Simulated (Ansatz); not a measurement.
# AlFH₃NO···HBr: what the fields show

```xyz
9

Al   -0.1525   -0.2306   -0.2158
F    -0.1442   -0.3316    1.4592
O     1.3050   -0.2861   -1.0381
H     2.2004   -0.3719   -0.7683
N    -1.6997   -0.2132   -1.0308
H    -2.5903   -0.1814   -0.5748
H    -1.8179   -0.1980   -2.0251
Br   -0.0181    2.9435    1.5007
H    -0.1015    1.6454    2.2270
```

Not at a stationary point (largest force 1.8 eV/Å).

All numbers below come from RHF/def2-SVP (Ansatz 0.2.0).

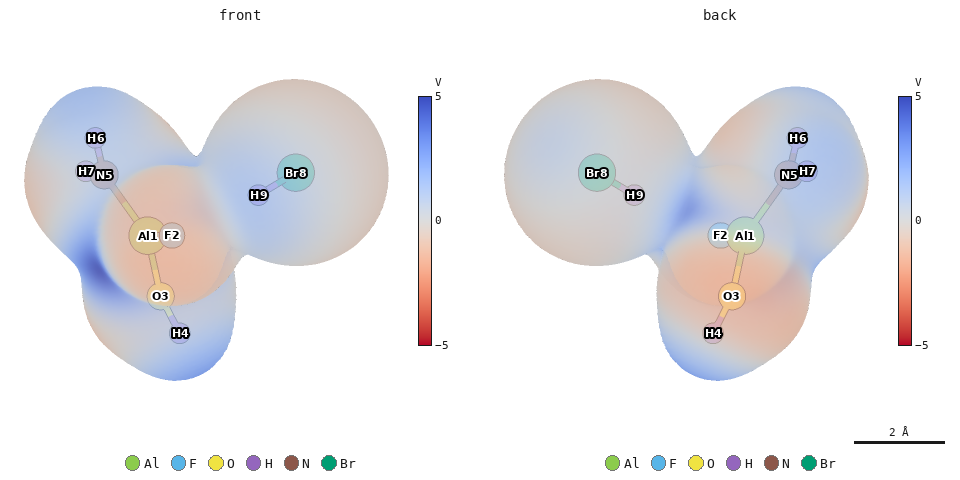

Figure 1. The molecular electrostatic potential painted on the density surface at 0.002 e/bohr³, seen from the front and from behind; red is negative and blue positive.

**Which sites attract a positive test charge, and which a negative one?**

A positive charge is drawn to the negative regions and a negative charge to the positive ones. The most negative region (about −1.6 V) lies over O3, the most positive (about +4.0 V) over Al1. Br8 shows a σ-hole: about +0.7 V at the tip opposite its bond, against about −0.3 V on its flanks. O3 is the likeliest acceptor of a hydrogen bond.

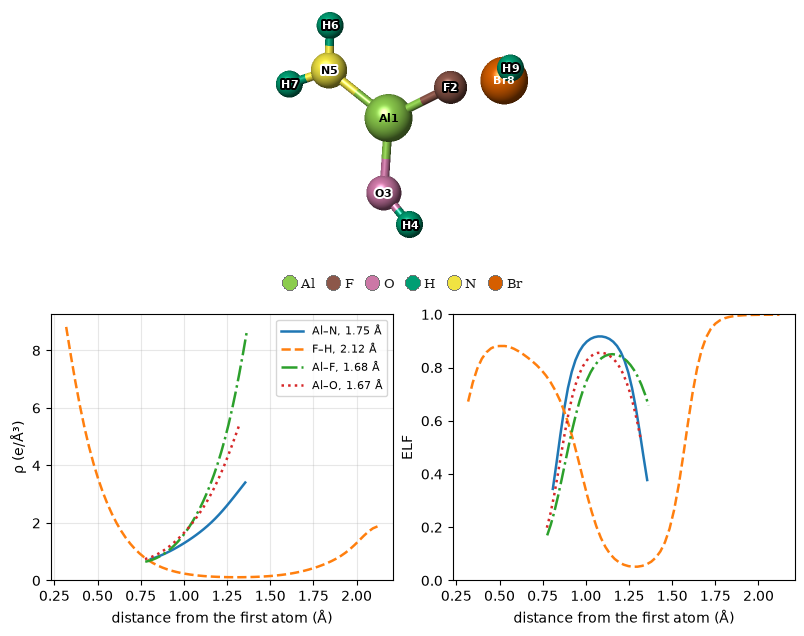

Figure 2. Electron density and ELF along straight lines between neighbouring atoms. The curves leave out the atomic cores. The structure is drawn too.

**Compare the contacts.**

Al–N (1.75 Å): ρ at the midpoint is about 0.89 e/Å³; the ELF peaks at about 0.90 between the atoms (a polar covalent bond).
F2···H9 (2.12 Å): the density falls to about 0.11 e/Å³ on the way; the ELF dips to about 0.05 between them.
Al–F (1.68 Å): ρ at the midpoint is about 0.78 e/Å³; the ELF peaks at about 0.85 in the valence shell of F, 0.5 Å from its nucleus, and is about 0.30 at the midpoint.
Al–O (1.67 Å): the density is about 0.89 e/Å³ at the midpoint; the ELF peaks at about 0.85 in the valence shell of O, 0.6 Å from its nucleus, and is about 0.40 at the midpoint.

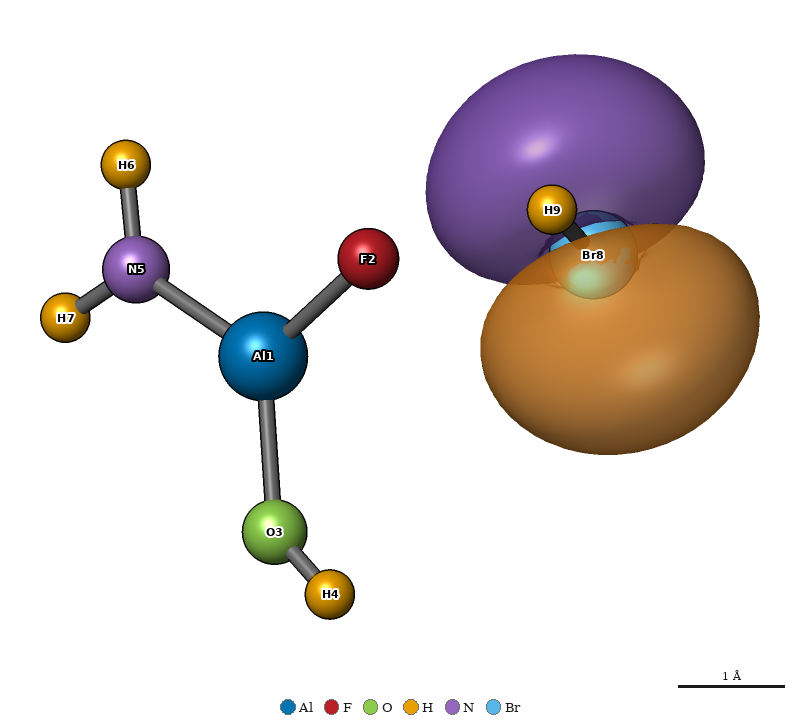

Figure 3. The HOMO−1 at ±0.1 Å⁻³ᐟ² (orange and purple are the two phases), seen at a tilt.

**Where does this orbital lie, and at what energy?**

It lies mainly on Br8 (about 95 %); largely a lone pair of Br8. Its energy is −11.69 eV.
